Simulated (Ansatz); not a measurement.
# CH₄GeS: a ladder of functionals and wavefunction methods

Aim: compute CH₄GeS with functionals from several rungs and with coupled cluster, and see how far each lands from CCSD(T) at the basis-set limit for the atomisation energy.

Program: Ansatz 0.2.0, Gaussian basis. Level of theory: functionals in def2-TZVPP, the program's frozen cores in correlated methods. These are calculated values, not measurements.

Levels to be run: LDA (SPW92), PBE-D4, revPBE-D4, BLYP-D4, r2SCAN-D4, B97M-V, PBE0-D4, B3LYP-D4, r2SCANh-D4, r2SCAN0-D4, HSE06-D4, BHLYP-D4, CAM-B3LYP-D4, LC-ωPBE, ωB97X-V, ωB97M-V, B2PLYP, PBE-QIDH; CCSD(T)/def2-SVP; CCSD(T)/def2-TZVPP; MP2/def2-QZVPP; extrapolation to the limit; RPA on PBE.

## (1) Structure used throughout

The geometry comes from an earlier relaxation with PBE0-D4 in a triple-zeta def2 set; it is a stationary point, not always the lowest conformer.

SMILES `C[S][GeH]`, 7 atoms, charge 0, spin multiplicity 1.

Atoms are counted from 1 here; the program's logs count them from 0.

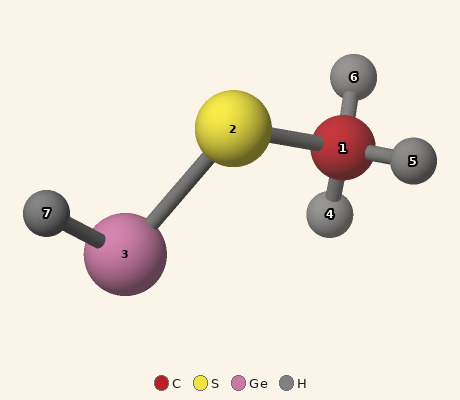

The geometry (carbon red, sulfur yellow, germanium pink, hydrogen grey); atoms are numbered from 1 in the order of the file.

## (2) LDA

This LDA is Slater exchange with PW92 correlation.

Input file in.yaml:

```yaml
crystal:
  periodic: [false, false, false]
  atoms:
    - {symbol: C, position_ang: [-0.787609, 0.742200, -0.275431]}
    - {symbol: S, position_ang: [0.549813, 0.166704, 0.803073]}
    - {symbol: Ge, position_ang: [1.194720, -1.705575, -0.130999]}
    - {symbol: H, position_ang: [-0.951124, 0.046809, -1.099311]}
    - {symbol: H, position_ang: [-0.525030, 1.721822, -0.674684]}
    - {symbol: H, position_ang: [-1.702463, 0.831764, 0.310256]}
    - {symbol: H, position_ang: [2.282892, -1.871825, 1.021498]}
basis:
  gaussian: {orbitals: def2-TZVPP}
hamiltonian: {xc: lda}
output: {orbitals: {seedname: orbitals}}
```

Launch:

```
ansatz run in.yaml --threads 4 --pin off --events-out ev --progress --plain --max-ram 10444MiB
```

Further steps of the session: PBE-D4 (GGA); revPBE-D4 (GGA); BLYP-D4 (GGA); r2SCAN-D4 (meta-GGA); B97M-V (meta-GGA); PBE0-D4 (hybrid); B3LYP-D4 (hybrid); r2SCANh-D4 (hybrid); r2SCAN0-D4 (hybrid); HSE06-D4 (hybrid); BHLYP-D4 (hybrid); CAM-B3LYP-D4 (range-separated); LC-ωPBE (range-separated); ωB97X-V (range-separated); ωB97M-V (range-separated); B2PLYP (double hybrid); PBE-QIDH (double hybrid); CCSD(T) in def2-SVP; CCSD(T) in def2-TZVPP; MP2 in def2-QZVPP; RPA on PBE orbitals.

Q: Predict the results of all the runs planned. Wanted: atomisation energy, CCSD(T)/CBS; farthest beyond LDA; mean size of error, GGA; mean size of error, meta-GGA; mean size of error, hybrid; mean size of error, range-separated; mean size of error, double hybrid; gap, smallest and largest; T1 diagnostic.

The runs gave:

| quantity | value |
| --- | --- |
| atomisation energy, CCSD(T)/CBS | 23.226 eV |
| functionals within 0.232 eV (1.0 %) | revPBE-D4, BLYP-D4, r2SCAN-D4, B97M-V, PBE0-D4, B3LYP-D4, r2SCANh-D4, HSE06-D4, CAM-B3LYP-D4, ωB97X-V, ωB97M-V |
| farthest beyond LDA | BHLYP-D4 (-0.686 eV) |
| mean size of error, GGA | 0.181 eV |
| mean size of error, meta-GGA | 0.142 eV |
| mean size of error, hybrid | 0.194 eV |
| mean size of error, range-separated | 0.171 eV |
| mean size of error, double hybrid | 0.330 eV |
| gap, smallest and largest | 2.58 eV (LDA (SPW92)), 9.06 eV (LC-ωPBE) |
| T1 diagnostic | 0.0149 |
| triples share of the correlation energy | 4.3 % |

What this shows: The LDA atomisation energy is off by 3.334 eV (14 %): it overbinds. PBE-D4 is off by +0.389 eV. Double hybrids carry the basis error of their MP2 part in triple zeta, and no dispersion term here, so their miss is partly the set-up's. The rungs meta-GGA, range-separated, GGA, hybrid miss on average by less than the doubt on the reference (0.232 eV), so they tie. Misses under about 0.232 eV are within the doubt on the reference itself, which lacks core-valence correlation, relativity and higher excitations, and its outer-core shells are covered unevenly. Hartree-Fock recovers 71 % of the binding; the rest is correlation. CCSD(T) in def2-SVP is off by -1.611 eV, worse than the median functional, from the basis alone. The gap grows from 2.6 to 9.1 eV across the functionals, mostly with the share of exact exchange. Correlated methods include outer-core shells of Ge, which these sets cover unevenly.
